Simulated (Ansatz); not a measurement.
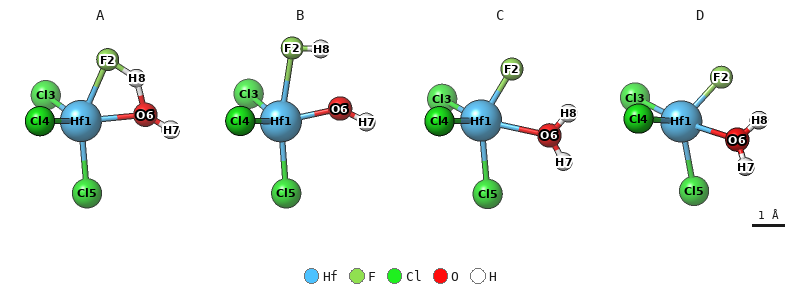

4 geometries from a converged minimum-energy path of HfH2OCl3F, shuffled. A ball-and-stick model, seen from a free direction.

Level of theory: RHF/def2-SVP in Ansatz. Settings: 5 movable images; climbing image; force threshold 0.05 eV/Å; iteration limit 60; starting path through a guess of the saddle point.

Which frame is the top of the path?

Answer. A. In order along the path, whose images run from 0 to 6: D (image 0, 0.0 kJ/mol), C (image 2, +9.9 kJ/mol), A (image 4, +117.2 kJ/mol), B (image 6, +90.4 kJ/mol). A hydrogen atom shifts from one atom to another. Breaking: O6–H8 (0.95 → 1.23 at the top → 2.04 Å). Forming: F2–H8 (2.50 → 1.10 at the top → 0.92 Å).

Limits of the set-up: Hartree-Fock leaves out electron correlation.
